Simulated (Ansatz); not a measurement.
System: ClH5O2W.

The calculation's input:

```
crystal:
  periodic: [false, false, false]
  atoms:
    - { symbol: W, position_ang: [0.0, 0.0, 0.0] }
    - { symbol: O, position_ang: [0.0, 0.0, 1.94] }
    - { symbol: H, position_ang: [-0.9095, -0.2814, 2.2771] }
    - { symbol: O, position_ang: [1.94, 0.0, 0.0] }
    - { symbol: H, position_ang: [2.2771, -0.9519, -0.0197] }
    - { symbol: Cl, position_ang: [0.0, 2.39, 0.0] }
    - { symbol: H, position_ang: [-1.72, 0.0, 0.0] }
    - { symbol: H, position_ang: [0.0, -1.72, 0.0] }
    - { symbol: H, position_ang: [0.0, 0.0, -1.72] }
basis:
  gaussian: { orbitals: def2-SVP }
hamiltonian:
  xc: b3lyp
relax:
  f_tol: 0.02
  max_steps: 40
output:
  orbitals: {}
```

Run with:

```sh
ansatz run input.yaml --threads 2 --pin off --max-ram 3072MiB --backend cpu --events-out ev --progress --plain --runs-dir out
```

The fields are those of the run's last geometry, not of the input's.

Core potentials replace the inner electrons of W.

All numbers below come from RKS B3LYP/def2-SVP in Ansatz.

What will maps of the electron density and electron localisation function show?

W–O (1.89 Å): the density is about 1.1 e/Å³ at the midpoint; the ELF peaks at about 0.85 in the valence shell of O, 0.5 Å from its nucleus, and drops to about 0.25 between the two atoms.
W–Cl (2.32 Å): ρ at the midpoint is about 0.64 e/Å³; the ELF peaks at about 0.85 in the valence shell of Cl, 0.8 Å from its nucleus, and is about 0.35 at the midpoint.

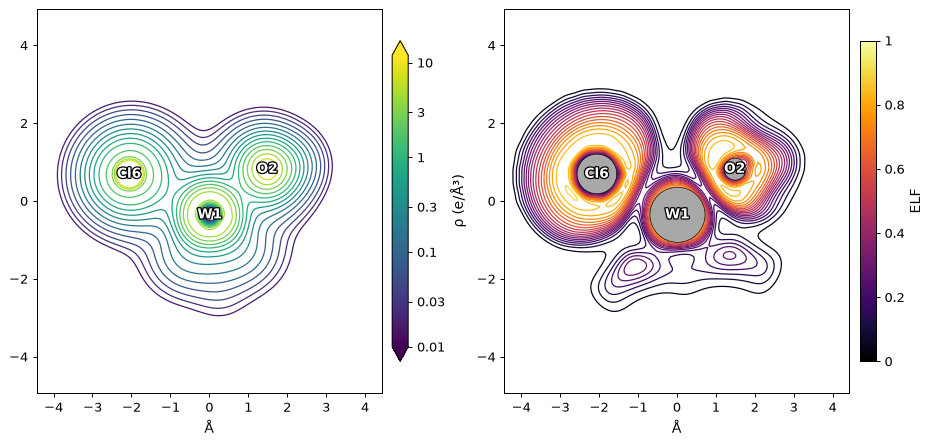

Computed electron density and electron localisation function on the plane of atoms O2, W1 and Cl6, in this order. Grey discs cover the atomic cores in the ELF map. 
